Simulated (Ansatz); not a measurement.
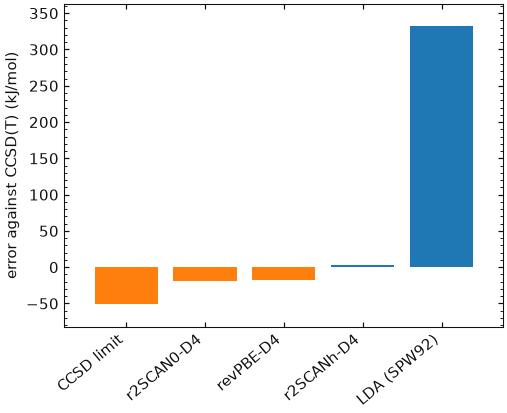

Error in the electronic atomisation energy (method less reference, so positive means overbinding) of SiH₂S₂Cl₂, SMILES S[Si](S)(Cl)Cl: functionals in def2-TZVPP against frozen-core CCSD(T) at the limit (MP2 extrapolated from triple and quadruple zeta, plus CCSD(T) less MP2 in a smaller set), which gives 2192.1 kJ/mol, at a PBE0-D4/def2-TZVP geometry (a minimum by its frequencies), no zero-point or spin-orbit term, the Ansatz code. The reference leaves out core correlation, a term that grows with the number of heavy atoms. Limit means the basis limit.

### Which of these levels overbind, and which underbind?

Overbind: LDA (SPW92). Underbind: CCSD limit. Within 25 kJ/mol of zero, too close to call in view of what the reference leaves out: r2SCAN0-D4, revPBE-D4 and r2SCANh-D4.

### What range do the values span?

From −51.2 kJ/mol (CCSD limit) to 332.2 kJ/mol (LDA (SPW92)).
